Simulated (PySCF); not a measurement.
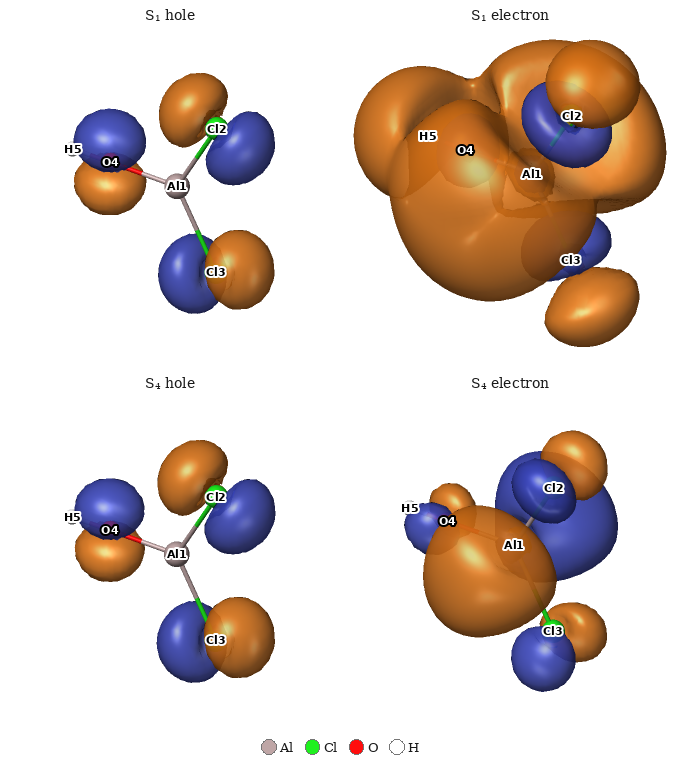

AlCl2(OH) (AlCl$_{2}$HO). Leading natural transition orbitals (TDA singlet states).

PySCF calculation, CAM-B3LYP/def2-SVPD, gas phase; geometry: GFN2-xTB. No frequency check shows the geometry to be a minimum. GFN2-xTB bond lengths at metals and heavier atoms can be off by up to 0.1 Å and shapes distorted, which carries into these values.

The calculation's input:

```python
import numpy as np
from pyscf import gto, scf, dft, tdscf
from pyscf.scf import atom_ks, atom_hf
from scipy.linalg import block_diag

def solve(mol, dm0=None, hcore=None):
    mf = (dft.UKS if mol.spin else dft.RKS)(mol, xc='camb3lyp')
    mf.grids.level = 3
    mf = mf.density_fit(auxbasis='def2-universal-jkfit')
    mf.conv_tol, mf.max_cycle = 1e-8, 80
    if hcore is not None:
        mf.get_hcore = lambda *args: hcore
    mf.kernel(dm0)
    if not mf.converged:
        mf = mf.newton().run(mf.mo_coeff, mf.mo_occ, max_cycle=30)
    assert mf.converged, 'SCF not converged'
    return mf

mol = gto.M(atom='''
Al     0.00017    -0.31054     0.00000
Cl    -1.78104     0.66228     0.00000
Cl     1.78045     0.66328     0.00000
O     -0.00009    -1.95022     0.00000
H      0.00849    -2.89575     0.00000
''', basis='def2-svpd', charge=0, spin=0, verbose=4)
mf = solve(mol)
td = mf.TDA()
td.nstates, td.singlet, td.conv_tol = 5, True, 1e-5
td.kernel()
td.analyze()
x, y = np.array([p[0] for p in td.xy]), np.array([p[1] + 0 * p[0] for p in td.xy])
f, mu = td.oscillator_strength(), td.transition_dipole()
nto = [td.get_nto(state=i + 1, verbose=4) for i in range(len(td.e))]
# spherically averaged free atoms, for the promolecule
atm = atom_ks.get_atm_nrks(mol, xc='camb3lyp')
pro = block_diag(*[(atm[a[0]][2] * atm[a[0]][3]) @ atm[a[0]][2].T for a in mol._atom])
np.savez('result.npz', e=td.e, f=f, ok=td.converged, w=[n[0] for n in nto], nto=[n[1] for n in nto], x=x, y=y, c=mf.mo_coeff, occ=mf.mo_occ, eps=mf.mo_energy, pro=pro, mu=mu)
```

Launched as:

```sh
OMP_NUM_THREADS=1 python input.py
```

The run took 3.9 min on 1 thread of Arm Neoverse V1, on a shared host, peak memory 0.58 GiB.

### Give the energy and character of each state.

By state:
- S₁: 6.98 eV (178 nm), f = 0.000 (very weak), partly diffuse acceptor orbital; the leading pair carries 97 %; hole on O4 (32 %), Cl2 and Cl3 (30 % each) and Al1 (5 %), electron on Al1 (52 %), Cl2 and Cl3 (16 % each) and O4 (9 %) (atom shares of so diffuse an orbital are rough); their centroids lie 0.1 Å apart.
- S₄: 7.60 eV (163 nm), f = 0.000 (dark), n → empty p orbital of Al1; the leading pair carries 99 %; hole on Cl2 and Cl3 (32 % each), O4 (28 %) and Al1 (5 %), electron on Al1 (61 %), Cl2 and Cl3 (15 % each) and O4 (8 %); their centroids lie 0.0 Å apart; S₃ lies within 0.1 eV of it.
